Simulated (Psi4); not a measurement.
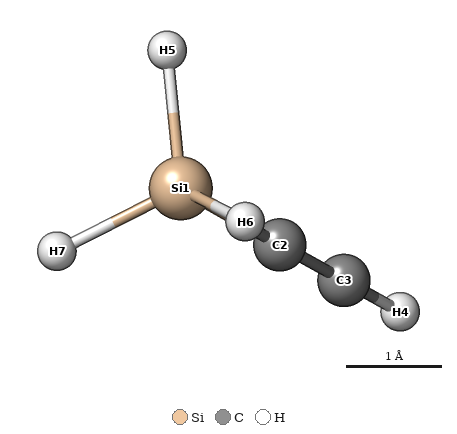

**Figure 1.** The structure as given in the input (ball-and-stick view, seen at a tilt; atoms are numbered from 1 in the order of the input).

Run report: C2H4Si, energy and gradient calculation

- system: C2H4Si (Si(CCH)H3)
- method: HF/cc-pVTZ-F12, RHF (Psi4 1.11)

The geometry comes from this level: GFN2-xTB.

## Log
```
Psi4 1.11 release

gradient() will perform analytic gradient computation.

   => Loading Basis Set <=

    Name: CC-PVTZ-F12
    Role: ORBITAL
    Keyword: BASIS

         ---------------------------------------------------------
                                   SCF
                              RHF Reference
                        1 Threads,   1525 MiB Core
         ---------------------------------------------------------

  ==> Geometry <==

    Molecular point group: c1
    Full point group: C1

    Geometry (in Bohr), charge = 0, multiplicity = 1:

       Center              X                  Y                   Z               Mass
    ------------   -----------------  -----------------  -----------------  -----------------
         SI           0.002035498137     0.004279062349    -2.076538364060    27.976926534650
         C           -0.012402011863     0.001028732349     1.416299125940    12.000000000000
         C            0.004511038137    -0.010536397651     3.687920005940    12.000000000000
         H            0.016321828137    -0.019115747651     5.676705565940     1.007825032230
         H            2.638467998137     0.012820622349    -2.920471154060     1.007825032230
         H           -1.315991781863     2.278394372349    -2.942354184060     1.007825032230
         H           -1.301346401863    -2.277678617651    -2.944848624060     1.007825032230

  Running in c1 symmetry.

  Rotational constants: A =      2.87609  B =      0.15972  C =      0.15971 [cm^-1]
  Rotational constants: A =  86222.87281  B =   4788.16261  C =   4788.03003 [MHz]
  Nuclear repulsion =   82.929912510301094

  Charge       = 0
  Multiplicity = 1
  Electrons    = 30
  Nalpha       = 15
  Nbeta        = 15

  ==> Algorithm <==

  SCF Algorithm Type is DF.
  DIIS enabled.
  MOM disabled.
  Fractional occupation disabled.
  Guess Type is SAD.
  Energy threshold   = 1.00e-08
  Density threshold  = 1.00e-08
  Integral threshold = 1.00e-12

  ==> Primary Basis <==

  Basis Set: CC-PVTZ-F12
    Blend: CC-PVTZ-F12
    Number of shells: 86
    Number of basis functions: 240
    Number of Cartesian functions: 272
    Spherical Harmonics?: true
    Max angular momentum: 3

   => Loading Basis Set <=

    Name: (CC-PVTZ-F12 AUX)
    Role: JKFIT
    Keyword: DF_BASIS_SCF

  ==> Integral Setup <==

  DFHelper Memory: AOs need 0.252 GiB; user supplied 1.118 GiB.
  SCF_SUBTYPE=INCORE selected. In-core MEM_DF algorithm will be used.
  Using in-core AOs.

  ==> MemDFJK: Density-Fitted J/K Matrices <==

    J tasked:                   Yes
    K tasked:                   Yes
    wK tasked:                   No
    Memory [MiB]:              1144
    Algorithm:                 Core
    Schwarz Cutoff:           1E-12
    Mask sparsity (%):       2.8958
    Fitting Condition:        1E-10

   => Auxiliary Basis Set <=

  Basis Set: (CC-PVTZ-F12 AUX)
    Blend: CC-PVQZ-JKFIT
    Number of shells: 148
    Number of basis functions: 564
    Number of Cartesian functions: 739
    Spherical Harmonics?: true
    Max angular momentum: 5

  Minimum eigenvalue in the overlap matrix is 1.2028339089E-05.
  Reciprocal condition number of the overlap matrix is 1.3163330033E-06.
    Using symmetric orthogonalization.

  ==> Pre-Iterations <==

  SCF Guess: Superposition of Atomic Densities via on-the-fly atomic UHF (no occupation information).

   -------------------------
    Irrep   Nso     Nmo
   -------------------------
     A        240     240
   -------------------------
    Total     240     240
   -------------------------

  ==> Iterations <==

                           Total Energy        Delta E     RMS |[F,P]|

   @DF-RHF iter SAD:  -365.92981020646062   -3.65930e+02   0.00000e+00
   @DF-RHF iter   1:  -366.89966646847768   -9.69856e-01   1.61248e-03 DIIS/ADIIS
   @DF-RHF iter   2:  -366.97442548419730   -7.47590e-02   6.30900e-04 DIIS/ADIIS
   @DF-RHF iter   3:  -366.98731550620948   -1.28900e-02   1.51074e-04 DIIS/ADIIS
   @DF-RHF iter   4:  -366.98852814509797   -1.21264e-03   7.12526e-05 DIIS
   @DF-RHF iter   5:  -366.98873973270031   -2.11588e-04   1.69661e-05 DIIS
   @DF-RHF iter   6:  -366.98875133326243   -1.16006e-05   3.15261e-06 DIIS
   @DF-RHF iter   7:  -366.98875191291143   -5.79649e-07   6.06947e-07 DIIS
   @DF-RHF iter   8:  -366.98875193953336   -2.66219e-08   1.16853e-07 DIIS
   @DF-RHF iter   9:  -366.98875194069126   -1.15790e-09   2.00697e-08 DIIS
   @DF-RHF iter  10:  -366.98875194072184   -3.05818e-11   3.11609e-09 DIIS
  Energy and wave function converged.

  ==> Post-Iterations <==

    Orbital Energies [Eh]
    ---------------------

    Doubly Occupied:

       1A    -68.787685     2A    -11.238802     3A    -11.219136
       4A     -6.135577     5A     -4.242236     6A     -4.241912
       7A     -4.241909     8A     -1.027070     9A     -0.780644
      10A     -0.716909    11A     -0.555251    12A     -0.505736
      13A     -0.505700    14A     -0.403501    15A     -0.403455

    Virtual:

      16A      0.038537    17A      0.041116    18A      0.047827
      19A      0.047833    20A      0.063255    21A      0.089875
      22A      0.089979    23A      0.122384    24A      0.122600
      25A      0.126650    26A      0.146120    27A      0.146890
      28A      0.148022    29A      0.173527    30A      0.187795
      31A      0.187925    32A      0.192896    33A      0.249041
      34A      0.262085    35A      0.262410    36A      0.267755
      37A      0.325958    38A      0.356565    39A      0.356857
      40A      0.385692    41A      0.388428    42A      0.388647
      43A      0.446452    44A      0.458245    45A      0.458356
      46A      0.483900    47A      0.504834    48A      0.512872
      49A      0.513172    50A      0.521363    51A      0.532156
      52A      0.532385    53A      0.538267    54A      0.579662
      55A      0.629903    56A      0.629944    57A      0.650697
      58A      0.650942    59A      0.702764    60A      0.704539
      61A      0.706223    62A      0.760917    63A      0.764261
      64A      0.764998    65A      0.812795    66A      0.813445
      67A      0.825603    68A      0.883646    69A      0.923802
      70A      0.957591    71A      0.958217    72A      1.008338
      73A      1.020288    74A      1.020637    75A      1.020931
      76A      1.066454    77A      1.066647    78A      1.096317
      79A      1.096964    80A      1.122971    81A      1.171604
      82A      1.173270    83A      1.183018    84A      1.195859
      85A      1.197213    86A      1.236008    87A      1.292902
      88A      1.294116    89A      1.334589    90A      1.345070
      91A      1.386207    92A      1.386742    93A      1.403918
      94A      1.443569    95A      1.468442    96A      1.518772
      97A      1.519225    98A      1.542851    99A      1.554619
     100A      1.590279   101A      1.590518   102A      1.642688
     103A      1.642712   104A      1.692269   105A      1.697168
     106A      1.724955   107A      1.792023   108A      1.792491
     109A      1.829025   110A      1.829899   111A      1.887046
     112A      1.888220   113A      1.900151   114A      1.902246
     115A      1.902475   116A      1.936945   117A      1.973277
     118A      1.974205   119A      1.996079   120A      2.038009
     121A      2.063051   122A      2.078948   123A      2.079327
     124A      2.128983   125A      2.129461   126A      2.130537
     127A      2.159452   128A      2.159681   129A      2.199631
     130A      2.220507   131A      2.222568   132A      2.309334
     133A      2.359789   134A      2.360109   135A      2.370760
     136A      2.386700   137A      2.387566   138A      2.447029
     139A      2.448284   140A      2.557871   141A      2.559210
     142A      2.582891   143A      2.584870   144A      2.597742
     145A      2.617860   146A      2.623824   147A      2.625616
     148A      2.785794   149A      2.786469   150A      2.794696
     151A      2.861717   152A      2.925824   153A      2.926708
     154A      3.045148   155A      3.106056   156A      3.108647
     157A      3.127806   158A      3.187690   159A      3.247079
     160A      3.248057   161A      3.267998   162A      3.271345
     163A      3.319687   164A      3.415429   165A      3.418600
     166A      3.434778   167A      3.505418   168A      3.505686
     169A      3.523566   170A      3.681383   171A      3.933567
     172A      3.934212   173A      4.040945   174A      4.510557
     175A      4.511986   176A      4.524483   177A      4.529588
     178A      4.746490   179A      4.746700   180A      4.795416
     181A      4.828803   182A      4.844586   183A      4.974405
     184A      4.976323   185A      5.010363   186A      5.417164
     187A      5.418530   188A      5.419416   189A      5.512325
     190A      5.514165   191A      5.561423   192A      5.561463
     193A      5.581005   194A      5.624861   195A      5.626403
     196A      5.682329   197A      5.726742   198A      5.728389
     199A      5.949885   200A      6.107010   201A      6.107595
     202A      6.153903   203A      6.155044   204A      6.386299
     205A      6.519156   206A      6.938683   207A      6.939113
     208A      7.086409   209A      7.772463   210A      7.772681
     211A      8.012180   212A      8.013548   213A      8.203664
     214A      8.327212   215A      8.327940   216A      8.492121
     217A      8.492525   218A      8.661925   219A      8.870976
     220A      8.872831   221A      9.273675   222A      9.485924
     223A      9.810072   224A     10.058850   225A     10.060799
     226A     10.233162   227A     10.233751   228A     10.316889
     229A     12.179616   230A     18.940836   231A     18.940988
     232A     19.151716   233A     20.914435   234A     20.915625
     235A     21.339795   236A     21.340801   237A     21.767579
     238A     22.352203   239A     22.863658   240A     26.314222

    Final Occupation by Irrep:
              A
    DOCC [    15 ]
    NA   [    15 ]
    NB   [    15 ]

  @DF-RHF Final Energy:  -366.98875194072184

   => Energetics <=

    Nuclear Repulsion Energy =             82.9299125103010937
    One-Electron Energy =                -669.8262781708440343
    Two-Electron Energy =                 219.9076137198211427
    Total Energy =                       -366.9887519407218406

Computation Completed

Properties will be evaluated at   0.000000,   0.000000,   0.000000 [a0]

Properties computed using the SCF density matrix

 Multipole Moments:

 ------------------------------------------------------------------------------------
     Multipole            Electronic (a.u.)      Nuclear  (a.u.)        Total (a.u.)
 ------------------------------------------------------------------------------------

 L = 1.  Multiply by 2.5417464519 to convert [e a0] to [Debye]
 Dipole X            :         -0.0137198            0.0186028            0.0048829
 Dipole Y            :          0.0009269           -0.0027185           -0.0017916
 Dipole Z            :          1.6461006           -1.5771907            0.0689099
 Magnitude           :                                                    0.0691059

 ------------------------------------------------------------------------------------

	total time  =          7 seconds =       0.12 minutes

         ------------------------------------------------------------
                                   SCF GRAD
         ------------------------------------------------------------

  ==> Geometry <==

    Molecular point group: c1
    Full point group: C1

    Geometry (in Bohr), charge = 0, multiplicity = 1:

       Center              X                  Y                   Z               Mass
    ------------   -----------------  -----------------  -----------------  -----------------
         SI           0.002035498137     0.004279062349    -2.076538364060    27.976926534650
         C           -0.012402011863     0.001028732349     1.416299125940    12.000000000000
         C            0.004511038137    -0.010536397651     3.687920005940    12.000000000000
         H            0.016321828137    -0.019115747651     5.676705565940     1.007825032230
         H            2.638467998137     0.012820622349    -2.920471154060     1.007825032230
         H           -1.315991781863     2.278394372349    -2.942354184060     1.007825032230
         H           -1.301346401863    -2.277678617651    -2.944848624060     1.007825032230

  Nuclear repulsion =   82.929912510301094

  ==> Basis Set <==

  Basis Set: CC-PVTZ-F12
    Blend: CC-PVTZ-F12
    Number of shells: 86
    Number of basis functions: 240
    Number of Cartesian functions: 272
    Spherical Harmonics?: true
    Max angular momentum: 3

  ==> DFJKGrad: Density-Fitted SCF Gradients <==

    Gradient:                    1
    J tasked:                  Yes
    K tasked:                  Yes
    wK tasked:                  No
    Integrals threads:           1
    Memory [MiB]:             1144
    Schwarz Cutoff:          1E-12
    Fitting Condition:       1E-10

   => Auxiliary Basis Set <=

  Basis Set: (CC-PVTZ-F12 AUX)
    Blend: CC-PVQZ-JKFIT
    Number of shells: 148
    Number of basis functions: 564
    Number of Cartesian functions: 739
    Spherical Harmonics?: true
    Max angular momentum: 5

  -Total Gradient:
     Atom            X                  Y                   Z
    ------   -----------------  -----------------  -----------------
       1        0.000023146898     0.000022128077    -0.010337115275
       2       -0.000618277536     0.000314074920    -0.029275377153
       3        0.000480036431    -0.000273738857     0.035171898323
       4        0.000005442879     0.000012430721    -0.002536058777
       5       -0.001438293247    -0.000020409857     0.002328894009
       6        0.000786309558    -0.001396600180     0.002332970207
       7        0.000761635018     0.001342115174     0.002314788671

	total time  =          6 seconds =       0.10 minutes

    Psi4 run time: 0:00:12.35
```

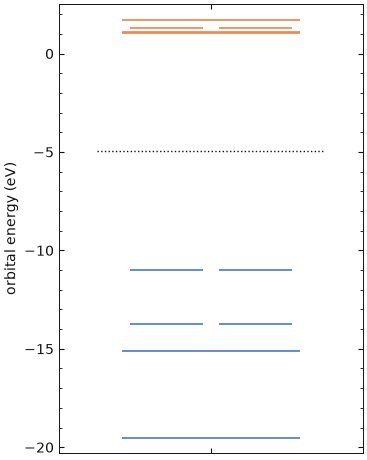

**Figure 2.** Orbital energies near the frontier; the dotted line parts filled from empty levels, and levels within 0.02 eV of each other stand side by side. Highest filled −10.98 eV, lowest empty 1.05 eV, 12.03 eV apart.

This output came from the following input.

## The input (job.json)
```
{
 "schema_name": "qcschema_input",
 "schema_version": 1,
 "molecule": {
  "schema_name": "qcschema_molecule",
  "schema_version": 2,
  "symbols": ["Si", "C", "C", "H", "H", "H", "H"],
  "geometry": [-0.00247554, 0.00582036, -2.06178569, -0.01691305, 0.00257003, 1.4310518, 0.0, -0.0089951, 3.70267268, 0.01181079, -0.01757445, 5.69145824, 2.63395696, 0.01436192, -2.90571848, -1.32050282, 2.27993567, -2.92760151, -1.30585744, -2.27613732, -2.93009595],
  "molecular_charge": 0,
  "molecular_multiplicity": 1
 },
 "driver": "gradient",
 "model": {
  "method": "scf",
  "basis": "cc-pVTZ-F12"
 },
 "keywords": {
  "reference": "rhf",
  "guess": "sad",
  "maxiter": 100
 }
}
```

Command:
```bash
psi4 --qcschema job.json -n 1 --memory 1600MB
```

## Results in brief

```json
{"quantity": "outcome", "value": "converged"}
{"quantity": "total energy", "value": "−366.988752 hartree"}
{"quantity": "basis functions", "value": "240"}
{"quantity": "largest force", "value": "1.809 eV/Å"}
{"quantity": "HOMO", "value": "−10.98 eV"}
{"quantity": "LUMO", "value": "1.05 eV"}
{"quantity": "dipole moment", "value": "0.18 D"}
{"quantity": "hardware", "value": "1 thread of AMD EPYC (Zen 3), 192 GiB of memory available, shared host"}
{"quantity": "wall time", "value": "14 s"}
{"quantity": "peak memory", "value": "0.58 GiB"}
```

## Remarks

Settings chosen away from the usual ones: guess set to sad.
